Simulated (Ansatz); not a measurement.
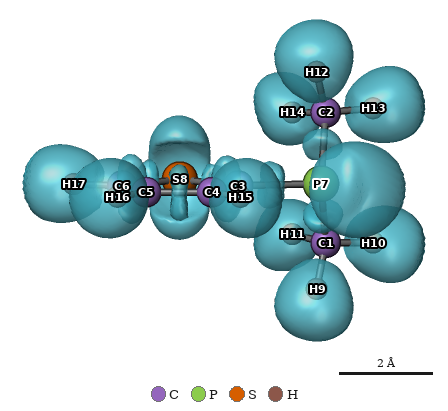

Figure 1: C6H9PS (SMILES CP(C)c1cccs1). Isosurface of the electron localisation function at 0.85 (cyan), seen at a tilt. Core shells and regions of very low density are left out.

Geometry: PBE-D3(BJ)/def2-SVP.

All numbers below come from isolated molecule in a Gaussian basis; Kohn-Sham density functional theory, functional PBE0 (Ansatz).

```yaml
atoms:
  - { symbol: C, position_ang: [-1.0423, 0.6478, 2.6212] }
  - { symbol: C, position_ang: [1.1720, -0.6583, 1.4131] }
  - { symbol: C, position_ang: [-0.8922, 0.4321, -0.2097] }
  - { symbol: C, position_ang: [-1.0731, 1.1894, -1.3608] }
  - { symbol: C, position_ang: [-1.9490, 0.5858, -2.3135] }
  - { symbol: C, position_ang: [-2.4351, -0.6351, -1.8838] }
  - { symbol: P, position_ang: [0.1601, 0.8984, 1.2149] }
  - { symbol: S, position_ang: [-1.8255, -1.0485, -0.3191] }
  - { symbol: H, position_ang: [-1.8311, 1.4235, 2.5652] }
  - { symbol: H, position_ang: [-0.5021, 0.7730, 3.5815] }
  - { symbol: H, position_ang: [-1.5217, -0.3529, 2.6043] }
  - { symbol: H, position_ang: [1.8609, -0.7540, 0.5510] }
  - { symbol: H, position_ang: [1.7820, -0.5744, 2.3353] }
  - { symbol: H, position_ang: [0.5466, -1.5729, 1.4757] }
  - { symbol: H, position_ang: [-0.5778, 2.1604, -1.5033] }
  - { symbol: H, position_ang: [-2.2128, 1.0336, -3.2817] }
  - { symbol: H, position_ang: [-3.1208, -1.3159, -2.4042] }
```

Question: Describe the localisation domains.

Answer: At this value the surface marks out three regions between bonded C–C atoms (shared pairs), three regions between bonded C–P atoms (shared pairs), two regions between bonded C–S atoms (shared pairs), nine regions around hydrogen nuclei, one lobe on P, pointing away from the bonds (lone pairs) and one lobe on S, pointing away from the bonds (lone pairs, which may merge into one lobe).

Values along the shortest contacts:
C–C (1.38 Å): the ELF peaks at about 0.95 between the atoms (a covalent bond). C–S (1.73 Å): the ELF peaks at about 0.90 between the atoms; localised, covalent bonding.
